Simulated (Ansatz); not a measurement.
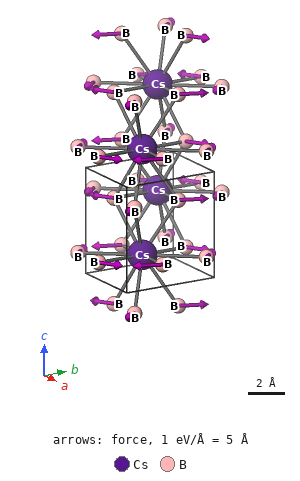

Starting geometry of solid CsB$_{3}$ (a generated structure, set up in P6_3/mmc) (coarse preliminary run) with the computed forces as purple arrows. A ball-and-stick model of the cell of the calculation, repeated 1 × 1 × 2 with one cell outlined, seen slightly off an axis.

Level of theory: Ansatz 0.2.0, DFT PBE, scalar-relativistic, plane waves, PAW. Set-up: plane-wave cutoff 420 eV; k-point mesh 3 × 3 × 4; occupations gaussian; smearing width 0.1 eV; no spin polarisation; cell and atoms relaxed; force threshold 0.04 eV/Å; at most 70 steps.

**Is this structure relaxed? If not, where do the atoms go?**

It isn't relaxed: the largest force vector, on B atoms, is 0.36 eV/Å. The atoms end up moving mostly along the starting forces (cosine between the two patterns 1.00). After 14 accepted moves (17 points after the start) the energy has fallen by 2716 meV per atom. The largest force component goes from 0.36 to 0.017 eV/Å. Pressure: −4.26 GPa at the start and 0.00 GPa at the end. The line search rejected the trial steps at points 12, 15 of the run. At 1 point the geometry stayed and the basis and grid were re-selected for the new cell (energy shift of 1.1 meV per atom at most each time). The largest moves relative to the cell, 0.99 Å, are those of B atoms. Cs stays in place. The volume changes by −50.7 %, with a = b 7.345 → 6.891 Å (−6.2 %), c 5.997 → 3.360 Å (−44.0 %). Some distances before and after: Cs–Cs 5.997 → 3.360 Å, B–B 3.673 → 1.739 Å, B–B 3.673 → 1.957 Å, B–Cs 3.673 → 3.416 Å. Among the angles between lasting bonds that change: Cs–B–Cs 109.5° → 58.9°, Cs–B–Cs 180.0° → 148.1°, Cs–B–Cs 90.0° → 76.2°. The space group stays P6_3/mmc (No. 194).
